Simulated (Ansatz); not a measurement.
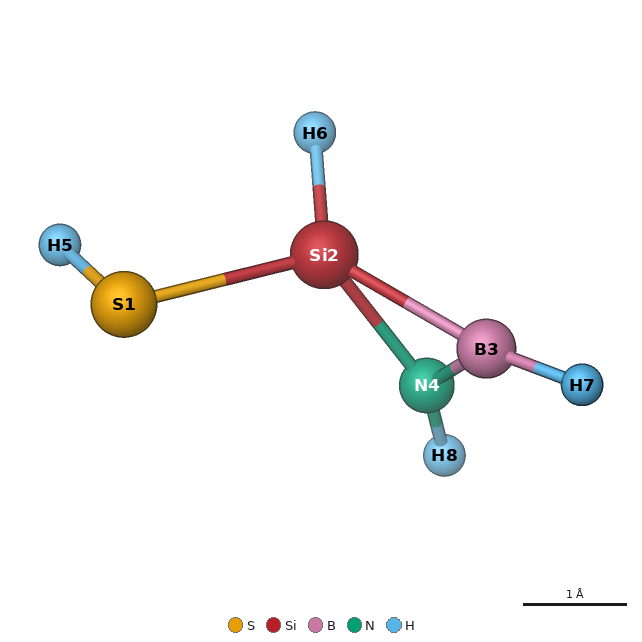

Orthographic view. Depth is shown by fading: the farther an atom, the more it takes the colour of the background. The computed structure is the end point of a PBE0-D4/def2-TZVP optimisation.

Write a MOL file (V2000) with the atoms in numerical order, bonds sorted by atom number with the orders drawn, and coordinates in the frame of the picture: x right, y up, z towards the viewer, origin at the mean position.

```
BH4NSSi
                    3D

  8  8  0  0  0  0  0  0  0  0999 V2000
   -2.1700    0.0900    0.7700 S   0  0  0  0  0  0  0  0  0  0  0  0
   -0.2100    0.5800    0.1000 Si  0  0  1  0  0  4  0  0  0  0  0  0
    1.3800   -0.3400    0.6600 B   0  0  0  0  0  0  0  0  0  0  0  0
    0.8000   -0.7000   -0.5400 N   0  0  0  0  0  0  0  0  0  0  0  0
   -2.8000    0.6800   -0.2600 H   0  0  0  0  0  0  0  0  0  0  0  0
   -0.3000    1.7800   -0.7700 H   0  0  0  0  0  0  0  0  0  0  0  0
    2.3200   -0.7000    1.3000 H   0  0  0  0  0  0  0  0  0  0  0  0
    0.9700   -1.3900   -1.2600 H   0  0  0  0  0  0  0  0  0  0  0  0
  1  2  1  0
  1  5  1  0
  2  3  1  0
  2  4  1  0
  2  6  1  0
  3  4  1  0
  3  7  1  0
  4  8  1  0
M  END
```
